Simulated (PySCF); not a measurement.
# C5H9B: runs on many settings

Which settings matter for C5H9B (`C#CCB(C)C`)?

Computed with PySCF 2.14.0, with density-fitted response routines of our own, on a single molecule in the gas phase. Atoms count from 0, in the outputs and in this text.

## Step 1: The molecule as given

15 atoms, charge 0, multiplicity 1; geometry from: GFN2-xTB.

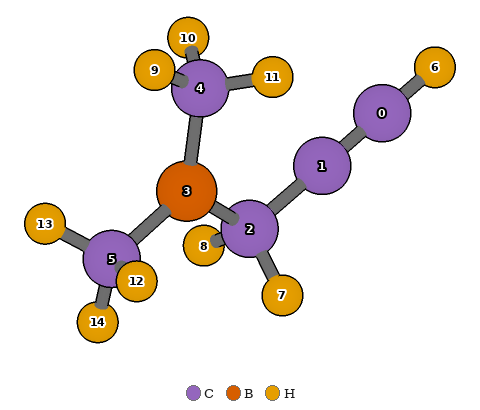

As it starts; carbon purple, boron orange, hydrogen amber, atoms numbered; sticks join atoms by distance.

## Step 2: Nuclear shieldings: PBE0/pcSseg-1

The job: settings as JSON, then the geometry in Å.

```
{"job": {"kind": "nmr", "xc": "PBE0", "basis": "pcSseg-1"}, "charge": 0, "multiplicity": 1}
C      2.979374     0.675505    -0.227070
C      2.020844    -0.040100    -0.182575
C      0.850871    -0.890195    -0.126976
B     -0.550923    -0.151648    -0.244089
C     -0.613232     1.396738    -0.510547
C     -1.870745    -0.996600    -0.071786
H      3.823150     1.297191    -0.265453
H      0.887998    -1.467633     0.803576
H      0.927557    -1.629473    -0.932918
H     -1.619426     1.806225    -0.556361
H     -0.111529     1.637821    -1.447408
H     -0.061229     1.941228     0.255013
H     -2.316493    -0.761893     0.895882
H     -2.623963    -0.734550    -0.813024
H     -1.726669    -2.074626    -0.103832
```

With the program's defaults for keys left out, this is: GIAO PBE0/pcSseg-1 NMR shielding, non-relativistic, gas phase.

Started as:

```console
$ OMP_NUM_THREADS=1 python probes_run.py task.json out
```

The driver reads the jobs from task.json and runs them one after another.

Log:

```text
coarse grid: 12096 points
cycle   1  E = -220.3256577848  dE =  5.157e-01  |g| = 5.243e-01  |ddm| = 3.484e+00
cycle   2  E = -220.3317355471  dE = -6.078e-03  |g| = 5.042e-01  |ddm| = 1.075e+00
cycle   3  E = -220.3986577872  dE = -6.692e-02  |g| = 3.245e-02  |ddm| = 4.652e-01
cycle   4  E = -220.3988593001  dE = -2.015e-04  |g| = 1.627e-02  |ddm| = 4.321e-02
cycle   5  E = -220.3989197278  dE = -6.043e-05  |g| = 6.235e-03  |ddm| = 1.773e-02
cycle   6  E = -220.3989273460  dE = -7.618e-06  |g| = 2.734e-03  |ddm| = 6.038e-03
final grid: 115600 points
cycle   7  E = -220.4332203814  dE = -2.428e-05  |g| = 1.030e-02  |ddm| = 4.205e-02
cycle   8  E = -220.4331703633  dE =  5.002e-05  |g| = 1.742e-02  |ddm| = 2.043e-02
cycle   9  E = -220.4332453225  dE = -7.496e-05  |g| = 3.468e-03  |ddm| = 1.344e-02
cycle  10  E = -220.4332482526  dE = -2.930e-06  |g| = 1.378e-04  |ddm| = 2.411e-03
cycle  11  E = -220.4332482565  dE = -3.863e-09  |g| = 7.440e-05  |ddm| = 2.243e-04
cycle  12  E = -220.4332482580  dE = -1.507e-09  |g| = 7.049e-06  |ddm| = 8.049e-05
cycle  13  E = -220.4332482580  dE = -1.296e-11  |g| = 1.959e-06  |ddm| = 9.325e-06
converged SCF energy = -220.4332482580

GIAO shielding tensors (ppm)
atom      isotropic    diamagn.    paramagn.     s11        s22        s33       span
  0 C      112.993     257.979    -144.987     41.151     43.189    254.639    213.488
  1 C       98.209     261.286    -163.077     -4.683      6.821    292.488    297.170
  2 C      165.305     253.496     -88.190    150.241    163.257    182.418     32.177
  3 B       10.531     186.535    -176.004    -54.029    -34.235    119.857    173.886
  4 C      171.119     253.298     -82.180    149.656    181.374    182.325     32.670
  5 C      171.381     252.823     -81.443    150.949    175.706    187.488     36.540
  6 H       30.350      34.477      -4.127     24.914     25.526     40.609     15.695
  7 H       29.301      29.466      -0.165     23.605     29.766     34.530     10.926
  8 H       29.458      28.365       1.092     23.705     29.784     34.884     11.179
  9 H       30.604      30.999      -0.395     26.820     29.549     35.442      8.622
 10 H       30.553      30.774      -0.222     25.923     30.280     35.455      9.531
 11 H       30.434      31.499      -1.065     25.667     30.383     35.252      9.585
 12 H       30.953      29.992       0.961     27.479     28.982     36.398      8.919
 13 H       30.601      29.797       0.803     26.730     29.376     35.696      8.966
 14 H       30.862      30.485       0.377     26.919     30.212     35.454      8.536
```

It took 42 s on 1 thread, shared host.

Shifts follow as δ = σ(reference) − σ, with reference shieldings (ppm) from runs at the same level and on the same kind of geometry: ¹H TMS 31.72, ¹³C TMS 186.9, ¹¹B BF3·OEt2 100.1. The references are single molecules in the gas phase. Atoms listed in one row are averaged.

```
                      atoms                                    environment  σ (ppm)  δ (ppm)  δ scaled to CDCl3
                         C1                                  alkyne carbon     98.2     88.7               84.7
                         C0                         terminal alkyne carbon    113.0     73.9               70.2
                         C2                propargylic sp3 CH2 bonded to B    165.3     21.6               19.2
                     C4, C5                      methyl carbon bonded to B    171.2     15.7               13.4
                     H7, H8  hydrogen on a propargylic sp3 CH2 bonded to B    29.38     2.34               2.31
                         H6           hydrogen on a terminal alkyne carbon    30.35     1.37               1.39
H9, H10, H11, H12, H13, H14        hydrogen on a methyl carbon bonded to B    30.67     1.05               1.09
                         B3                            boron bonded to 3 C     10.5     89.5                  –
```

The scaled column applies a straight-line fit of computed shieldings to shifts measured in CDCl3 (root-mean-square error 0.16 ppm for H, 1.9 ppm for C).

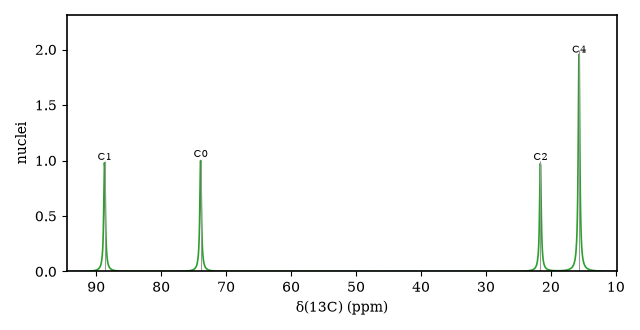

¹³C lines at the computed shifts, without couplings. Lines are broadened to a width of 0.29 ppm (Lorentzian).

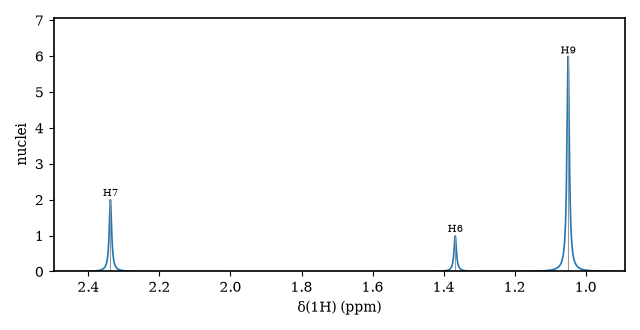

¹H lines at the computed shifts, without couplings. Lines are broadened to a width of 0.01 ppm (Lorentzian).

Charges from the same density, by scheme (e):

```
 atoms  Mulliken    IAO  Hirshfeld  ESP fit
    C0     -0.41  -0.28      -0.14    -0.60
    C1      0.16  -0.01      -0.04     0.22
    C2     -0.38  -0.43      -0.12    -0.64
    B3      0.49   0.37       0.23     0.84
C4, C5     -0.51  -0.58      -0.20    -0.77
```

IAO charges:

C0 -0.28; C1 -0.01; C2 -0.43; B3 0.37; C4 -0.58; C5 -0.58; H6 0.20; H7 0.18; H8 0.18; H9 0.14; H10 0.17; H11 0.17; H12 0.17; H13 0.16; H14 0.14

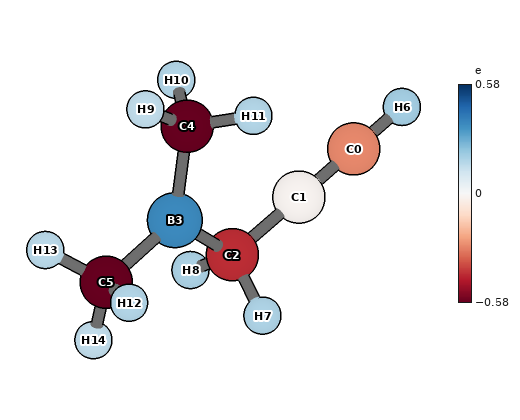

IAO charges, as colours on the atoms.

Mayer bond orders: C0–C1 2.55, C1–C2 1.13, C2–B3 0.93, B3–C4 1.08, B3–C5 1.05.

## Step 3: TDDFT and polarisability: PBE0/def2-SVPD

Same as in step 2 but for these lines:

```diff
@@ -1,2 +1,2 @@
-{"job": {"kind": "nmr", "xc": "PBE0", "basis": "pcSseg-1"}, "charge": 0, "multiplicity": 1}
+{"job": {"kind": "uv", "xc": "PBE0", "basis": "def2-SVPD", "nstates": 6, "ntriplets": 2}, "charge": 0, "multiplicity": 1}
 C      2.979374     0.675505    -0.227070
```

Level: TDDFT PBE0/def2-SVPD, vertical, gas phase, core orbitals frozen in the response.

Log:

```text
coarse grid: 12096 points
cycle   1  E = -220.2068667629  dE =  4.653e-01  |g| = 5.021e-01  |ddm| = 9.756e+00
cycle   2  E = -220.2112725037  dE = -4.406e-03  |g| = 4.862e-01  |ddm| = 2.482e+00
cycle   3  E = -220.2760156262  dE = -6.474e-02  |g| = 3.045e-02  |ddm| = 9.564e-01
cycle   4  E = -220.2762082181  dE = -1.926e-04  |g| = 1.497e-02  |ddm| = 8.251e-02
cycle   5  E = -220.2762687050  dE = -6.049e-05  |g| = 2.272e-03  |ddm| = 4.184e-02
cycle   6  E = -220.2762697633  dE = -1.058e-06  |g| = 1.098e-03  |ddm| = 8.983e-03
final grid: 115600 points
cycle   7  E = -220.3099123894  dE = -3.158e-05  |g| = 8.230e-03  |ddm| = 1.829e-01
cycle   8  E = -220.3098978351  dE =  1.455e-05  |g| = 1.112e-02  |ddm| = 2.828e-02
cycle   9  E = -220.3099280989  dE = -3.026e-05  |g| = 3.163e-03  |ddm| = 1.584e-02
cycle  10  E = -220.3099306111  dE = -2.512e-06  |g| = 1.401e-04  |ddm| = 4.470e-03
cycle  11  E = -220.3099306154  dE = -4.242e-09  |g| = 7.531e-05  |ddm| = 5.569e-04
cycle  12  E = -220.3099306171  dE = -1.659e-09  |g| = 5.724e-06  |ddm| = 2.179e-04
cycle  13  E = -220.3099306171  dE = -9.948e-12  |g| = 1.857e-06  |ddm| = 3.042e-05
converged SCF energy = -220.3099306171

Static polarisability (au): isotropic 71.964, principal 54.972 67.545 93.374

Singlet excitations
state   eV       nm        f      main configurations
  1   5.5306    224.2   0.00011   H->L 0.97
  2   6.0200    206.0   0.01357   H-1->L 0.99
  3   6.4538    192.1   0.00026   H-2->L 0.99
  4   6.6664    186.0   0.00116   H->L+2 0.38, H->L+3 0.28, H->L+1 0.20
  5   6.7060    184.9   0.00372   H->L+1 0.72, H->L+2 0.17
  6   6.9285    178.9   0.00168   H-1->L+1 0.73, H-1->L+3 0.10

Triplet excitations (Tamm-Dancoff, eV): 5.2248 5.4736
```

Run time: 50 s. Hardware: 1 thread, shared host.

The orbitals next to the gap, with their largest atomic shares:

```
orbital     eV                      atoms
 HOMO−3  -9.44  C2 18 %, B3 16 %, C4 16 %
 HOMO−2  -8.88  C4 27 %, B3 26 %, C5 24 %
 HOMO−1  -7.63   C0 42 %, C1 40 %, C2 8 %
   HOMO  -7.37  C0 38 %, C1 33 %, C2 10 %
   LUMO  -0.53  B3 44 %, C5 12 %, C4 12 %
 LUMO+1   0.32    B3 42 %, C5 8 %, C2 6 %
 LUMO+2   1.36  C1 24 %, C0 24 %, H7 14 %
```

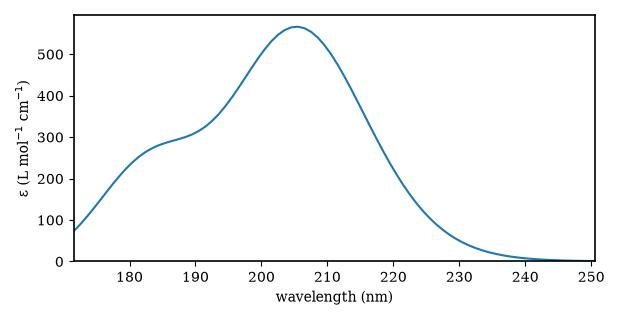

Absorption spectrum: each of the 6 states is a Gaussian band of 0.4 eV half-width at 1/e. Beyond the last state computed it falls off for lack of states.

Further results of this job:

```
           property  computed
  dipole moment (D)      1.00
polarisability (Å³)     10.66
 HOMO–LUMO gap (eV)      6.85
      −ε(HOMO) (eV)      7.37
```

## Step 4: Nuclear shieldings: mPW1PW91/aug-pcSseg-1

Same as in step 3 but for these lines:

```diff
@@ -1,2 +1,2 @@
-{"job": {"kind": "uv", "xc": "PBE0", "basis": "def2-SVPD", "nstates": 6, "ntriplets": 2}, "charge": 0, "multiplicity": 1}
+{"job": {"kind": "nmr", "xc": "mPW1PW91", "basis": "aug-pcSseg-1", "pop": false, "scf": {"guess": "vsap"}}, "charge": 0, "multiplicity": 1}
 C      2.979374     0.675505    -0.227070
```

With the program's defaults for keys left out, this is: GIAO mPW1PW91/aug-pcSseg-1 NMR shielding, non-relativistic, gas phase.

Log:

```text
final grid: 115600 points
cycle   1  E = -206.0680866990  dE =  1.239e+01  |g| = 5.019e+00  |ddm| = 1.031e+03
cycle   2  E = -177.5151599617  dE =  2.855e+01  |g| = 9.947e+00  |ddm| = 1.030e+03
cycle   3  E = -213.4220542083  dE = -3.591e+01  |g| = 4.041e+00  |ddm| = 1.386e+01
cycle   4  E = -219.4986638900  dE = -6.077e+00  |g| = 2.169e+00  |ddm| = 7.922e+00
cycle   5  E = -220.5406098057  dE = -1.042e+00  |g| = 6.518e-01  |ddm| = 4.736e+00
cycle   6  E = -220.6560123427  dE = -1.154e-01  |g| = 2.159e-01  |ddm| = 2.529e+00
cycle   7  E = -220.6667382665  dE = -1.073e-02  |g| = 9.211e-02  |ddm| = 1.066e+00
cycle   8  E = -220.6687753414  dE = -2.037e-03  |g| = 4.157e-02  |ddm| = 2.218e-01
cycle   9  E = -220.6692615577  dE = -4.862e-04  |g| = 1.144e-02  |ddm| = 1.057e-01
cycle  10  E = -220.6693009259  dE = -3.937e-05  |g| = 1.761e-03  |ddm| = 2.510e-02
cycle  11  E = -220.6693017722  dE = -8.463e-07  |g| = 4.700e-04  |ddm| = 5.570e-03
cycle  12  E = -220.6693018281  dE = -5.589e-08  |g| = 1.330e-04  |ddm| = 1.355e-03
cycle  13  E = -220.6693018325  dE = -4.452e-09  |g| = 2.581e-05  |ddm| = 4.348e-04
cycle  14  E = -220.6693018327  dE = -1.571e-10  |g| = 9.658e-06  |ddm| = 8.990e-05
converged SCF energy = -220.6693018327

GIAO shielding tensors (ppm)
atom      isotropic    diamagn.    paramagn.     s11        s22        s33       span
  0 C      111.845     257.354    -145.509     39.684     42.139    253.711    214.027
  1 C       95.860     239.158    -143.299     -7.640      3.520    291.700    299.340
  2 C      164.556     290.756    -126.201    149.314    162.467    181.885     32.571
  3 B       10.147     163.229    -153.081    -54.301    -33.978    118.722    173.023
  4 C      170.700     289.143    -118.443    149.788    180.588    181.724     31.936
  5 C      171.177     295.610    -124.434    151.073    175.497    186.960     35.888
  6 H       30.476      39.166      -8.690     25.080     25.692     40.657     15.577
  7 H       29.172      31.277      -2.105     23.542     29.602     34.373     10.831
  8 H       29.357      29.429      -0.072     23.668     29.668     34.736     11.068
  9 H       30.592      36.995      -6.403     26.942     29.637     35.198      8.256
 10 H       30.613      33.385      -2.772     26.028     30.448     35.362      9.333
 11 H       30.471      34.707      -4.236     25.778     30.474     35.162      9.384
 12 H       31.029      35.065      -4.036     27.532     29.284     36.271      8.739
 13 H       30.621      33.210      -2.589     26.751     29.535     35.578      8.827
 14 H       30.811      35.115      -4.303     26.895     30.218     35.321      8.426
```

Wall time 100 s (1 thread, shared host).

Key values: δ C1 90.7, C0 74.7, C2 22.0, C4 15.6, H7 2.45, H6 1.24 ppm (means over like atoms).

## Step 5: Nuclear shieldings: KT3/IGLO-II

Same as in step 4 but for these lines:

```diff
@@ -1,2 +1,2 @@
-{"job": {"kind": "nmr", "xc": "mPW1PW91", "basis": "aug-pcSseg-1", "pop": false, "scf": {"guess": "vsap"}}, "charge": 0, "multiplicity": 1}
+{"job": {"kind": "nmr", "xc": "KT3", "basis": "IGLO-II", "pop": false, "grid": 1}, "charge": 0, "multiplicity": 1}
 C      2.979374     0.675505    -0.227070
```

With the program's defaults for keys left out, this is: GIAO KT3/IGLO-II NMR shielding, non-relativistic, gas phase.

Log:

```text
final grid: 53328 points
cycle   1  E = -224.3942524100  dE =  3.658e-01  |g| = 7.156e-01  |ddm| = 3.078e+00
cycle   2  E = -224.2963745007  dE =  9.788e-02  |g| = 9.090e-01  |ddm| = 1.425e+00
cycle   3  E = -224.5296584943  dE = -2.333e-01  |g| = 8.921e-02  |ddm| = 9.114e-01
cycle   4  E = -224.5299810763  dE = -3.226e-04  |g| = 8.385e-02  |ddm| = 1.120e-01
cycle   5  E = -224.5316854544  dE = -1.704e-03  |g| = 2.215e-02  |ddm| = 5.817e-02
cycle   6  E = -224.5318148397  dE = -1.294e-04  |g| = 3.400e-03  |ddm| = 1.959e-02
cycle   7  E = -224.5318177956  dE = -2.956e-06  |g| = 6.123e-04  |ddm| = 3.689e-03
cycle   8  E = -224.5318179016  dE = -1.060e-07  |g| = 1.726e-04  |ddm| = 8.744e-04
cycle   9  E = -224.5318179091  dE = -7.512e-09  |g| = 5.844e-05  |ddm| = 2.152e-04
cycle  10  E = -224.5318179100  dE = -9.217e-10  |g| = 9.887e-06  |ddm| = 5.850e-05
converged SCF energy = -224.5318179100

GIAO shielding tensors (ppm)
atom      isotropic    diamagn.    paramagn.     s11        s22        s33       span
  0 C      129.479     266.996    -137.517     64.121     66.226    258.090    193.969
  1 C      112.649     269.517    -156.868     18.087     28.016    291.843    273.755
  2 C      168.654     246.575     -77.921    155.259    163.840    186.862     31.603
  3 B       25.307     198.500    -173.193    -31.789    -13.397    121.106    152.895
  4 C      176.728     246.842     -70.114    158.806    185.272    186.106     27.300
  5 C      177.005     246.205     -69.200    159.726    179.694    191.595     31.870
  6 H       31.052      32.420      -1.369     25.798     26.407     40.950     15.153
  7 H       29.669      29.450       0.219     24.182     30.145     34.679     10.497
  8 H       29.823      28.811       1.012     24.281     30.195     34.992     10.711
  9 H       31.280      31.054       0.227     27.766     30.320     35.755      7.989
 10 H       31.187      30.896       0.291     26.885     30.982     35.693      8.807
 11 H       31.052      31.377      -0.326     26.597     31.050     35.509      8.912
 12 H       31.620      29.772       1.848     28.462     29.866     36.532      8.070
 13 H       31.260      29.828       1.431     27.628     30.166     35.985      8.357
 14 H       31.496      30.075       1.421     27.745     30.858     35.884      8.139
```

It took 44 s on 1 thread, shared host.

Key values: δ C1 77.3, C0 60.5, C2 21.3, C4 13.1, H7 2.50, H6 1.20 ppm (means over like atoms).

## Step 6: Nuclear shieldings: PBE0/6-31G

Same as in step 5 but for these lines:

```diff
@@ -1,2 +1,2 @@
-{"job": {"kind": "nmr", "xc": "KT3", "basis": "IGLO-II", "pop": false, "grid": 1}, "charge": 0, "multiplicity": 1}
+{"job": {"kind": "nmr", "xc": "PBE0", "basis": "6-31G", "pop": false}, "charge": 0, "multiplicity": 1}
 C      2.979374     0.675505    -0.227070
```

With the program's defaults for keys left out, this is: GIAO PBE0/6-31G NMR shielding, non-relativistic, gas phase.

Log:

```text
coarse grid: 12096 points
cycle   1  E = -220.3930039166  dE =  5.565e-01  |g| = 4.912e-01  |ddm| = 3.572e+00
cycle   2  E = -220.4020922697  dE = -9.088e-03  |g| = 4.600e-01  |ddm| = 9.914e-01
cycle   3  E = -220.4599131030  dE = -5.782e-02  |g| = 5.069e-02  |ddm| = 4.566e-01
cycle   4  E = -220.4602890365  dE = -3.759e-04  |g| = 3.511e-02  |ddm| = 8.656e-02
cycle   5  E = -220.4605809955  dE = -2.920e-04  |g| = 9.175e-03  |ddm| = 3.891e-02
cycle   6  E = -220.4606040800  dE = -2.308e-05  |g| = 5.453e-04  |ddm| = 9.120e-03
cycle   7  E = -220.4606041514  dE = -7.133e-08  |g| = 2.568e-04  |ddm| = 1.220e-03
final grid: 115600 points
cycle   8  E = -220.4099468682  dE = -1.638e-05  |g| = 7.087e-03  |ddm| = 2.855e-02
cycle   9  E = -220.4099462831  dE =  5.851e-07  |g| = 7.363e-03  |ddm| = 1.365e-02
cycle  10  E = -220.4099602113  dE = -1.393e-05  |g| = 1.488e-03  |ddm| = 7.436e-03
cycle  11  E = -220.4099607661  dE = -5.548e-07  |g| = 1.825e-04  |ddm| = 1.456e-03
cycle  12  E = -220.4099607751  dE = -8.927e-09  |g| = 4.609e-05  |ddm| = 2.637e-04
cycle  13  E = -220.4099607757  dE = -5.988e-10  |g| = 6.982e-06  |ddm| = 6.821e-05
converged SCF energy = -220.4099607757

GIAO shielding tensors (ppm)
atom      isotropic    diamagn.    paramagn.     s11        s22        s33       span
  0 C      134.953     287.009    -152.056     72.382     73.461    259.016    186.634
  1 C      120.523     256.746    -136.223     30.933     38.780    291.856    260.922
  2 C      179.659     247.081     -67.422    165.537    178.058    195.382     29.845
  3 B       33.411     185.432    -152.021    -23.691     -7.621    131.544    155.235
  4 C      185.123     251.327     -66.205    166.045    194.270    195.054     29.009
  5 C      185.426     250.244     -64.818    167.061    190.038    199.180     32.119
  6 H       31.562      31.951      -0.389     26.652     27.132     40.902     14.250
  7 H       30.535      28.881       1.654     25.035     30.826     35.744     10.709
  8 H       30.695      28.423       2.272     25.150     30.792     36.143     10.993
  9 H       31.711      31.369       0.343     27.910     30.634     36.590      8.680
 10 H       31.598      31.197       0.401     27.146     31.162     36.486      9.341
 11 H       31.481      31.691      -0.210     26.867     31.265     36.310      9.443
 12 H       32.091      29.964       2.127     28.697     30.111     37.466      8.769
 13 H       31.693      30.088       1.605     27.854     30.386     36.839      8.985
 14 H       32.000      30.310       1.690     28.071     31.182     36.747      8.676
```

Wall time 15 s (1 thread, shared host).

Key values: δ C1 81.2, C0 66.8, C2 22.1, C4 16.5, H7 2.46, H6 1.51 ppm (means over like atoms).

## Step 7: Side by side: NMR shifts

Shifts (ppm), means over like atoms, with basis size and wall time:

```
                  run    C1    C0    C2    C4    H7    H6    H9  functions   time
        PBE0/pcSseg-1  88.7  73.9  21.6  15.7  2.34  1.37  1.05        147   42 s
mPW1PW91/aug-pcSseg-1  90.7  74.7  22.0  15.6  2.45  1.24  1.02        237  100 s
          KT3/IGLO-II  77.3  60.5  21.3  13.1  2.50  1.20  0.93        186   44 s
           PBE0/6-31G  81.2  66.8  22.1  16.5  2.46  1.51  1.31         72   15 s
```

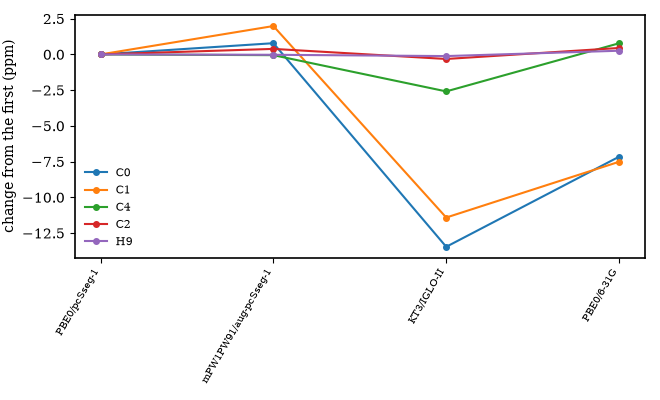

How five of the tabulated atoms move from run to run.

## Step 8: What came out

```
                                                               quantity                        value
¹³C shifts against TMS (PBE0/pcSseg-1, means over atoms taken as alike)   88.7, 73.9, 21.6, 15.7 ppm
 ¹H shifts against TMS (PBE0/pcSseg-1, means over atoms taken as alike)         2.34, 1.37, 1.05 ppm
                            ¹¹B shifts against BF3·OEt2 (PBE0/pcSseg-1)                     89.5 ppm
                                        lowest singlet (PBE0/def2-SVPD)  5.53 eV (224 nm), f = 0.000
                               brightest single state of those computed  state 2, 6.02 eV, f = 0.014
                                                         lowest triplet                      5.22 eV
                                               range of the shift of C0             60.5 to 74.7 ppm
```

In words: Single values in the summary come from the first run of each kind that ended normally (PBE0/pcSseg-1; PBE0/def2-SVPD), which need not be the best level. At PBE0/pcSseg-1: The widest tensor belongs to C1: span 297 ppm, with a paramagnetic part of -163 ppm. The lowest singlet, at 5.53 eV, is HOMO→LUMO 0.97 and is dark; of the 6 states computed, the strongest absorption comes from state 2 at 6.02 eV. The lowest triplet lies 0.31 eV below the lowest singlet (triplets in Tamm-Dancoff, singlets in full TDDFT). Among the atoms with a shift in every run: In ppm, C0 moves most: its shift spreads over 14.2 ppm, from 60.5 (KT3/IGLO-II) to 74.7 (mPW1PW91/aug-pcSseg-1).
